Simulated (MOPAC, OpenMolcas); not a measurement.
**BH3O2 (SMILES OBO): the dipole moment, rung by rung**

BH3O2: 6 atoms, total charge 0, spin state singlet. As SMILES, `OBO`. The shape is that of a PBE0-D4/def2-TZVP optimisation. This is one conformer, not always the lowest.

```xyz
6

O    -1.1762   -0.5245   -0.2518
B     0.0495    0.0281   -0.0729
O     0.5806   -0.0538    1.1725
H    -1.4947   -0.4335   -1.1506
H     0.6378    0.5656   -0.9761
H     1.4452    0.3541    1.2328
```

Quantity: the dipole moment, in D. The values are calculated.

```
           level             kind     program  value (D)   CPU time
             PM7   semi-empirical       MOPAC       2.86  under 2 s
    HF/def2-TZVP     Hartree–Fock  OpenMolcas       2.64       14 s
 SVWN5/def2-TZVP              LDA  OpenMolcas       2.21       23 s
   PBE/def2-TZVP              GGA  OpenMolcas       2.12       30 s
r2SCAN/def2-TZVP         meta-GGA  OpenMolcas       2.20       36 s
M06-2X/def2-TZVP  hybrid meta-GGA  OpenMolcas       2.43       34 s
```

The values span 2.12 to 2.86 D. Magnitudes only. CPU times are rough (shared hosts, several kinds of processor and program).

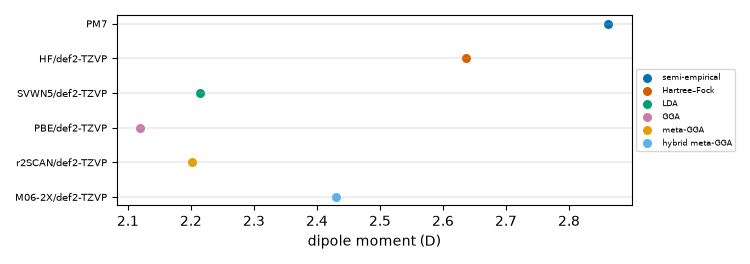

The values of the table, level by level.
